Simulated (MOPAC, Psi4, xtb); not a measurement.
Intermolecular potential of Cl2 ··· H2Se (SMILES ClCl and [SeH2]). Monomers: optimised at B3LYP-D3(BJ) (def2-TZVP), held rigid. Orientation: a random orientation, not optimised. Only R, the distance of the centres of mass, is varied, so the lowest point isn't the relaxed dimer.

Geometry at R = 4.13 Å (first 2 atoms: monomer A):
```
5

Cl     1.0067     0.0000     0.0000
Cl    -1.0067     0.0000     0.0000
Se    -0.1941    -3.4741    -2.2435
H     -0.2723    -2.0078    -2.1661
H     -1.6575    -3.5897    -2.1596
```

Methods: GFN1-xTB (xtb); HF/aug-cc-pVTZ, counterpoise-corrected (Psi4); PBE-D3(BJ)/def2-TZVP, counterpoise-corrected (Psi4); SCS-MP2/aug-cc-pVTZ = DF-SCS-MP2/aug-cc-pVTZ, frozen core, counterpoise-corrected (Psi4); PM3, restricted, heats of formation (MOPAC).

Interaction energies in kJ/mol (negative: bound); R is the distance of the centres of mass, d the Cl2···H4 distance.

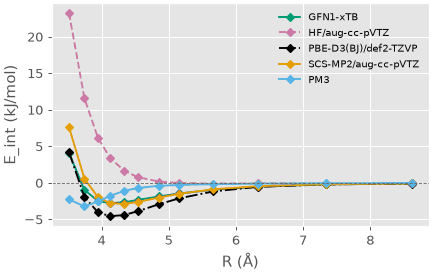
Figure: Interaction energy against separation.

| R / Å | d / Å | GFN1-xTB | HF/aug-cc-pVTZ | PBE-D3(BJ)/def2-TZVP | SCS-MP2/aug-cc-pVTZ | PM3 |
|---|---|---|---|---|---|---|
| 3.52 | 2.49 | 4.12 | 23.25 | 4.22 | 7.63 | -2.25 |
| 3.75 | 2.69 | -0.96 | 11.57 | -1.93 | 0.57 | -3.22 |
| 3.95 | 2.88 | -2.46 | 6.18 | -4.01 | -1.95 | -2.54 |
| 4.13 | 3.04 | -2.77 | 3.44 | -4.56 | -2.76 | -1.78 |
| 4.34 | 3.24 | -2.64 | 1.68 | -4.39 | -2.87 | -1.09 |
| 4.54 | 3.43 | -2.34 | 0.80 | -3.88 | -2.60 | -0.69 |
| 4.86 | 3.73 | -1.84 | 0.19 | -2.91 | -2.00 | -0.39 |
| 5.16 | 4.02 | -1.44 | -0.01 | -2.11 | -1.48 | -0.27 |
| 5.67 | 4.51 | -0.93 | -0.08 | -1.16 | -0.86 | -0.17 |
| 6.34 | 5.16 | -0.50 | -0.07 | -0.53 | -0.44 | -0.09 |
| 7.35 | 6.15 | -0.20 | -0.04 | -0.20 | -0.18 | -0.04 |
| 8.62 | 7.40 | -0.07 | -0.02 | -0.08 | -0.07 | -0.02 |

Lowest grid point: GFN1-xTB -2.77 kJ/mol at R = 4.13 Å; HF/aug-cc-pVTZ -0.08 kJ/mol at R = 5.67 Å; PBE-D3(BJ)/def2-TZVP -4.56 kJ/mol at R = 4.13 Å; SCS-MP2/aug-cc-pVTZ -2.87 kJ/mol at R = 4.34 Å; PM3 -3.22 kJ/mol at R = 3.75 Å.
